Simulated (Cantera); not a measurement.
A closed system holds: 1 mol C₂F₆, 0.027 mol CH₄, 0.22 mol H₂, equilibrated at 7500 Pa.

Equilibrium computed with Cantera from the NASA thermochemical tables; the gas is ideal and each condensed phase is pure. Candidate condensed phases: C, C₆H₆, C₇H₈, C₈H₁₈; 95 gas species. The feed counts by its element totals alone. The tables' values for C₂F₄ are old estimates; treat these amounts as uncertain. Gases not in the tables: C₂F₆ and larger saturated fluorocarbons. Kinetics and transport are ignored.

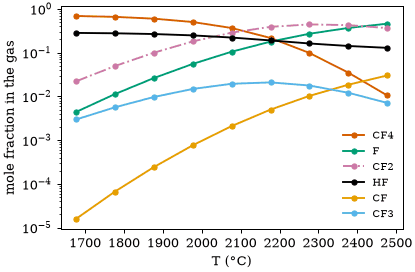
Figure. Equilibrium gas composition (values under 1e-9 drawn at 1e-9)

Question: Read off the mole fractions at 2377 °C.

Answer: CF₂ about 0.43, F about 0.37, HF about 0.14, CF₄ about 0.035, CF about 0.018, CF₃ about 0.012.
